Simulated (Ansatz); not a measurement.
## What a change does: single-point calculation on GaH$_{2}$ClO$_{2}$

System: GaH$_{2}$ClO$_{2}$.
Method of run 1: RHF-CCSD(T), frozen core/def2-TZVPP (Ansatz 0.2.0).

The geometry: displaced from PBE0-D4/def2-TZVP. Text and figures count atoms from 1; the logs count them from 0 in places.

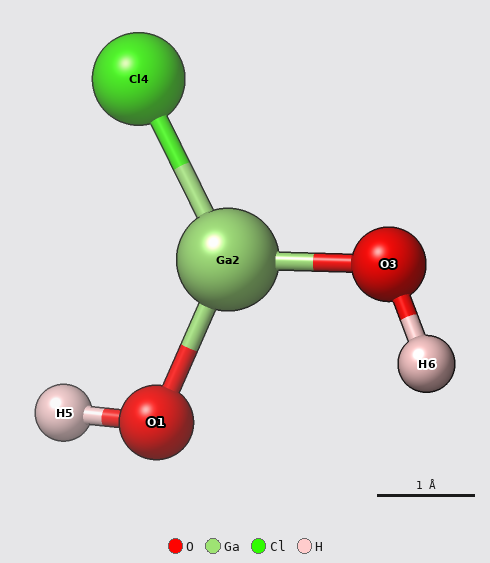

Figure 1. The structure as given in the input (ball-and-stick view, seen at a tilt; atoms are numbered from 1 in the order of the input). Sticks mark near contacts.

**The input, run 1**
```yaml
crystal:
  periodic: [false, false, false]
  atoms:
    - {symbol: O, position_ang: [-0.221086, 1.429240, -0.287741]}
    - {symbol: Ga, position_ang: [-0.106459, -0.405236, -0.189937]}
    - {symbol: O, position_ang: [0.934750, -0.931593, 1.058106]}
    - {symbol: Cl, position_ang: [-1.169796, -1.834818, -1.321571]}
    - {symbol: H, position_ang: [-1.079079, 1.679269, -0.907215]}
    - {symbol: H, position_ang: [1.495768, -0.105832, 1.569577]}
basis:
  gaussian: {orbitals: def2-TZVPP}
correlation: {method: ccsd_t}
output: {forces: true}
```

Hardware: 4 CPU threads, shared host.

**Output (run 1)**
```
Functional definition: HF
  exchange = exact_x
  correlation = 0
1131 factors; integrals over basis functions are off by at most 7.5e-4 eV
mean field evaluation 1: about -68943.3568 eV, gradient 5.1e1 eV
mean field evaluation 2: about -68943.4813 eV, gradient 5.1e1 eV
mean field evaluation 4: about -68948.2209 eV, gradient 3.1e0 eV
mean field evaluation 8: about -68948.2682 eV, gradient 3.8e-1 eV
mean field evaluation 16: about -68943.3574 eV, gradient 5.1e1 eV
mean field -68948.26874059 eV, -2533.8021414015 hartree, gradient 6.6e-6 eV, S^2 0.000000; 0 other end points of the search recorded, 0 dependent functions left out
16 core orbitals not correlated: weight in the atoms' cores, before any rotation towards them, 1.000 or more for the frozen orbitals, at most 0.000 for the correlated occupied ones
reference -68948.26874059 eV, -2533.8021414015 hartree; 17, 17 occupied and 147, 147 virtual orbitals, 1131 factors
second order -24.70013874 eV of doubles, -0.00000000 eV of singles
cycle   1  -24.08055552 eV  change    6.2e-1 eV  update   1.3e-1
cycle   2  -24.76182168 eV  change   -6.8e-1 eV  update   3.9e-2
cycle   3  -24.91595745 eV  change   -1.5e-1 eV  update   2.0e-2
cycle   4  -24.89916522 eV  change    1.7e-2 eV  update   5.3e-3
cycle   5  -24.89558835 eV  change    3.6e-3 eV  update   2.4e-3
cycle   6  -24.89716035 eV  change   -1.6e-3 eV  update   7.8e-4
cycle   7  -24.89683318 eV  change    3.3e-4 eV  update   2.9e-4
cycle   8  -24.89674290 eV  change    9.0e-5 eV  update   9.1e-5
cycle   9  -24.89676976 eV  change   -2.7e-5 eV  update   3.6e-5
cycle  10  -24.89676876 eV  change    1.0e-6 eV  update   1.3e-5
cycle  11  -24.89675742 eV  change    1.1e-5 eV  update   5.9e-6
perturbative correction -1.02151272 eV, -0.0375399000 hartree
the calculation of the forces begins
Total energy: -68974.18701073 eV, -2534.7546202610 hartree
Atom 0 at    -0.221086     1.429240    -0.287741 Å, force    -3.504785    -0.208187    -2.570711 eV/Å
Atom 1 at    -0.106459    -0.405236    -0.189937 Å, force    -0.973352     2.067246    -0.940928 eV/Å
Atom 2 at     0.934750    -0.931593     1.058106 Å, force     3.840941     2.645363     3.715608 eV/Å
Atom 3 at    -1.169796    -1.834818    -1.321571 Å, force    -0.125836    -0.039501    -0.169389 eV/Å
Atom 4 at    -1.079079     1.679269    -0.907215 Å, force     3.390865    -0.910269     2.355546 eV/Å
Atom 5 at     1.495768    -0.105832     1.569577 Å, force    -2.627833    -3.554653    -2.390126 eV/Å
Dipole moment:    -0.040451     0.259286    -0.041468 e Å
```

The input of run 2 differs as follows (lines with − go, lines with + come):
```diff
-    - {symbol: O, position_ang: [-0.221086, 1.429240, -0.287741]}
-    - {symbol: Ga, position_ang: [-0.106459, -0.405236, -0.189937]}
-    - {symbol: O, position_ang: [0.934750, -0.931593, 1.058106]}
-    - {symbol: Cl, position_ang: [-1.169796, -1.834818, -1.321571]}
-    - {symbol: H, position_ang: [-1.079079, 1.679269, -0.907215]}
-    - {symbol: H, position_ang: [1.495768, -0.105832, 1.569577]}
+    - {symbol: O, position_ang: [-0.159186, 1.552332, -0.255968]}
+    - {symbol: Ga, position_ang: [-0.123515, -0.217441, -0.139260]}
+    - {symbol: O, position_ang: [1.151167, -0.984631, 1.166890]}
+    - {symbol: Cl, position_ang: [-1.086928, -1.679129, -1.341380]}
+    - {symbol: H, position_ang: [-1.119444, 1.812874, -1.026629]}
+    - {symbol: H, position_ang: [1.628585, -0.201621, 1.404689]}
```

What does this change do to the results?

With the same method and basis, run 2 lies 16.8 kcal/mol higher. The largest force goes from 5.963 to 6.000 eV/Å. The dipole moment goes from 1.28 to 2.72 D.

**Output (run 2)**
```
Functional definition: HF
  exchange = exact_x
  correlation = 0
1134 factors; integrals over basis functions are off by at most 1.0e-3 eV
mean field evaluation 1: about -68941.9710 eV, gradient 5.3e1 eV
mean field evaluation 2: about -68942.0841 eV, gradient 5.3e1 eV
mean field evaluation 4: about -68947.3132 eV, gradient 3.3e0 eV
mean field evaluation 8: about -68947.3723 eV, gradient 4.9e-1 eV
mean field evaluation 16: about -68947.3736 eV, gradient 2.7e-6 eV
mean field -68947.37362158 eV, -2533.7692463846 hartree, gradient 2.7e-6 eV, S^2 0.000000; 0 other end points of the search recorded, 0 dependent functions left out
16 core orbitals not correlated: weight in the atoms' cores, before any rotation towards them, 1.000 or more for the frozen orbitals, at most 0.000 for the correlated occupied ones
reference -68947.37362158 eV, -2533.7692463846 hartree; 17, 17 occupied and 147, 147 virtual orbitals, 1134 factors
second order -24.84958011 eV of doubles, -0.00000000 eV of singles
cycle   1  -24.14914759 eV  change    7.0e-1 eV  update   1.3e-1
cycle   2  -24.86539486 eV  change   -7.2e-1 eV  update   4.4e-2
cycle   3  -25.04078115 eV  change   -1.8e-1 eV  update   2.3e-2
cycle   4  -25.02448412 eV  change    1.6e-2 eV  update   6.4e-3
cycle   5  -25.01959921 eV  change    4.9e-3 eV  update   2.9e-3
cycle   6  -25.02144264 eV  change   -1.8e-3 eV  update   1.0e-3
cycle   7  -25.02132900 eV  change    1.1e-4 eV  update   4.0e-4
cycle   8  -25.02110463 eV  change    2.2e-4 eV  update   1.5e-4
cycle   9  -25.02111692 eV  change   -1.2e-5 eV  update   5.5e-5
cycle  10  -25.02115757 eV  change   -4.1e-5 eV  update   2.3e-5
cycle  11  -25.02110701 eV  change    5.1e-5 eV  update   1.1e-5
cycle  12  -25.02111808 eV  change   -1.1e-5 eV  update   4.9e-6
perturbative correction -1.06213009 eV, -0.0390325609 hartree
the calculation of the forces begins
Total energy: -68973.45686975 eV, -2534.7277880751 hartree
Atom 0 at    -0.159186     1.552332    -0.255968 Å, force    -4.620049     1.348714    -3.582897 eV/Å
Atom 1 at    -0.123515    -0.217441    -0.139260 Å, force     2.122337    -1.651250     1.889674 eV/Å
Atom 2 at     1.151167    -0.984631     1.166890 Å, force    -2.498724     0.685526    -2.374799 eV/Å
Atom 3 at    -1.086928    -1.679129    -1.341380 Å, force    -0.125467     0.158880     0.024059 eV/Å
Atom 4 at    -1.119444     1.812874    -1.026629 Å, force     4.492066    -1.212135     3.548111 eV/Å
Atom 5 at     1.628585    -0.201621     1.404689 Å, force     0.629836     0.670265     0.495853 eV/Å
Dipole moment:    -0.270968     0.451525    -0.208970 e Å
```

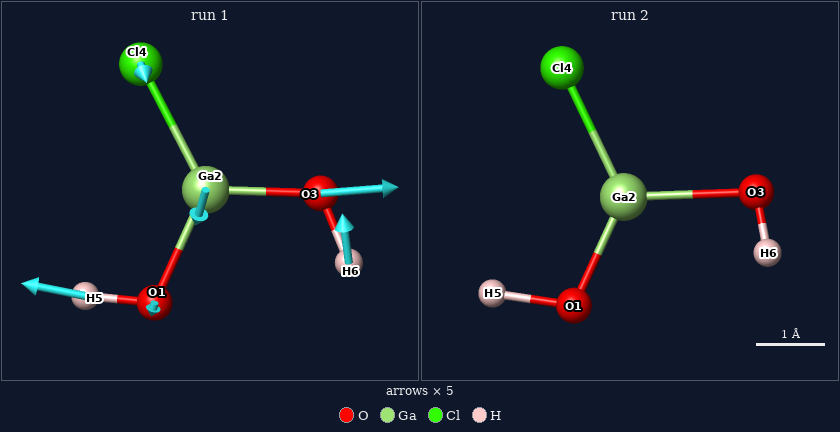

Figure 2. The two input geometries at one scale (ball-and-stick view, seen on its broad side). The teal arrows on the first give the shifts of the atoms after the best rigid fit, magnified 5 times. The largest move after the best rigid fit is that of O3, 0.23 Å. Largest moves by element: O 0.23 Å, H 0.19 Å, Ga 0.15 Å, Cl 0.08 Å. Among the contacts that change: Ga2–O3 1.708 → 1.980 Å, O3–H6 1.122 → 0.947 Å, O1–H5 1.087 → 1.259 Å, O1–Ga2 1.841 → 1.774 Å.

**The two runs side by side**

| quantity | run 1 | run 2 |
| --- | --- | --- |
| outcome | converged | converged |
| total energy (hartree) | −2534.754620 | −2534.727788 |
| dipole moment (D) | 1.28 | 2.72 |
| largest force (eV/Å) | 5.963 | 6.000 |
| basis functions | 180 | 180 |
| wall time (shared host) | 2.4 min | 2.5 min |
